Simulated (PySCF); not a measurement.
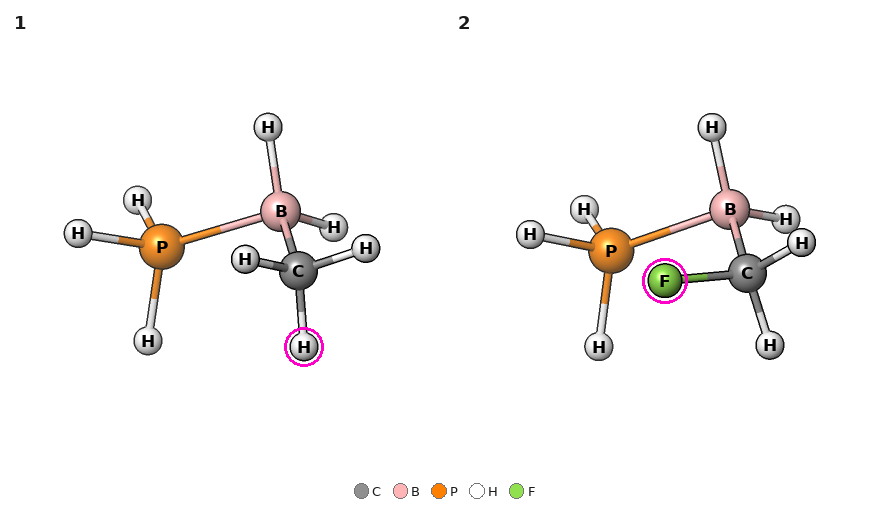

2 molecules with one skeleton, seen from the same side and at one scale; the atom that differs is circled. Each species is neutral and a spin singlet. Computed geometries: PBE0-D3(BJ)/def2-SVP optimisations, one conformation each. Properties computed with PySCF 2.14.0.

One atom differs, called X below: H in panel 1, F in panel 2. Their formulas are CH8BP (`C[BH2-][PH3+]`), CH7BFP (`FC[BH2-][PH3+]`).

### In which is the GIAO shielding of the C bonded to X larger (CAM-B3LYP/pcSseg-2)?

In panel 1 (X = H).

### In which is the angle B–C–X larger (PBE0-D3(BJ)/def2-SVP)?

In panel 1 (X = H).

Give the values. With PBE0-D3(BJ)/def2-SVP: length of X–C (Å), angle B–C–X (°). With PBE0/def2-SVPD: dipole moment (D), HOMO energy (Kohn–Sham orbital) (eV), HOMO–LUMO gap (eV), mean static polarisability (bohr³), lowest vertical singlet excitation (eV). With CAM-B3LYP/pcSseg-2: GIAO shielding of the C bonded to X (ppm).

```
                                 quantity  1 (H)  2 (F)   2 − 1
                        length of X–C (Å)  1.103  1.402  +0.299
                          angle B–C–X (°)  113.8  110.2    −3.6
                        dipole moment (D)   3.80   3.54   −0.26
     HOMO energy (Kohn–Sham orbital) (eV)  −8.02  −8.15   −0.13
                       HOMO–LUMO gap (eV)   8.14   8.22   +0.08
       mean static polarisability (bohr³)   60.4   59.0    −1.4
  lowest vertical singlet excitation (eV)   6.99   7.11   +0.12
GIAO shielding of the C bonded to X (ppm)  187.0   96.1   −90.9
```
